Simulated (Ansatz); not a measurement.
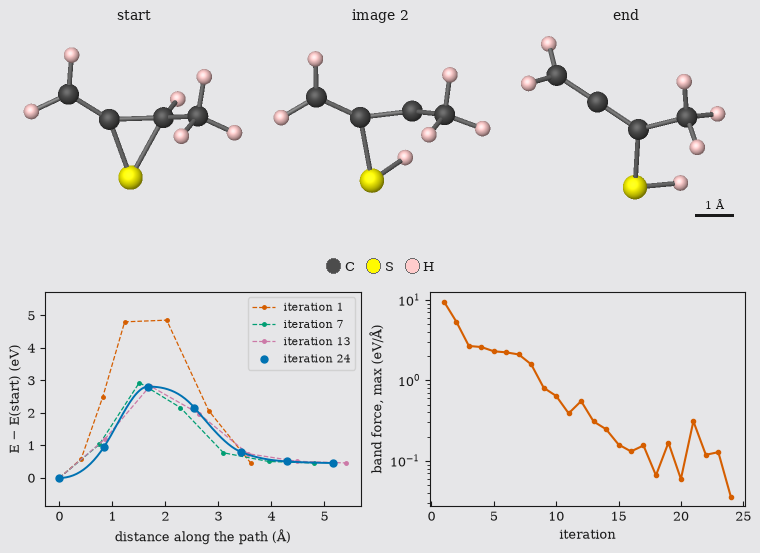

NEB run on C₄H₆S. Images are numbered from 0 (start) to 6 (end). The plot follows the band through its iterations. Style: ball-and-stick. Shown from a free direction.

Method: RKS PBE-D4/def2-SVP in Ansatz 0.2.0. Settings: 5 movable images; climbing image; force threshold 0.05 eV/Å; iteration limit 60; starting path through a guess of the saddle point.

### Judge this run.

The result is final at these settings. The band converged in 24 iterations. The largest component of the band force went from 9.6 to 0.036 eV/Å. The climbing image converged on the top of the path. Its vibrational analysis gives one imaginary mode (687i cm⁻¹), as a transition state must have. The first iteration put the highest image at 4.86 eV. The highest point, image 2, lies 2.81 eV above the start and 2.35 eV above the end; the end is at +0.46 eV relative to the start.
